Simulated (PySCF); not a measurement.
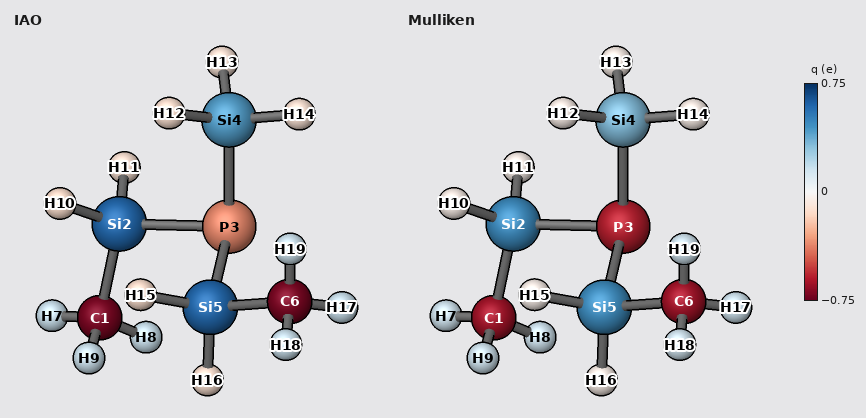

Atomic charges of one calculation by 2 schemes, on one colour scale. The geometry was computed by an optimisation with GFN2-xTB. No frequency run is at hand to confirm it as a minimum. Computed with PBE0/pcSseg-1 (PySCF 2.14.0).

Question: Which scheme gives the most polar picture (largest mean size of the charges)?

Answer: The IAO charges are the largest in size here.

Question: On which atom do the schemes disagree most?

Answer: On P3 (from −0.58 to −0.36 e).

List the charges (e), one line for each set of equivalent atoms.

```json
{"atom": "C1", "IAO": "−0.70", "Mulliken": "−0.62"}
{"atom": "Si2", "IAO": "0.59", "Mulliken": "0.47"}
{"atom": "P3", "IAO": "−0.36", "Mulliken": "−0.58"}
{"atom": "Si4", "IAO": "0.42", "Mulliken": "0.33"}
{"atom": "Si5", "IAO": "0.59", "Mulliken": "0.47"}
{"atom": "C6", "IAO": "−0.70", "Mulliken": "−0.62"}
{"atom": "H7", "IAO": "0.16", "Mulliken": "0.15"}
{"atom": "H8", "IAO": "0.16", "Mulliken": "0.15"}
{"atom": "H9", "IAO": "0.16", "Mulliken": "0.15"}
{"atom": "H10", "IAO": "−0.13", "Mulliken": "−0.05"}
{"atom": "H11", "IAO": "−0.11", "Mulliken": "−0.05"}
{"atom": "H12", "IAO": "−0.12", "Mulliken": "−0.05"}
{"atom": "H13", "IAO": "−0.10", "Mulliken": "−0.05"}
{"atom": "H14", "IAO": "−0.10", "Mulliken": "−0.05"}
{"atom": "H15", "IAO": "−0.13", "Mulliken": "−0.05"}
{"atom": "H16", "IAO": "−0.11", "Mulliken": "−0.05"}
{"atom": "H17", "IAO": "0.16", "Mulliken": "0.15"}
{"atom": "H18", "IAO": "0.16", "Mulliken": "0.15"}
{"atom": "H19", "IAO": "0.16", "Mulliken": "0.15"}
```

The geometry is semi-empirical. Around P, Si such bond lengths and angles can be off by a tenth of an ångström or more and by several degrees, and values that hang on the shape move with them.
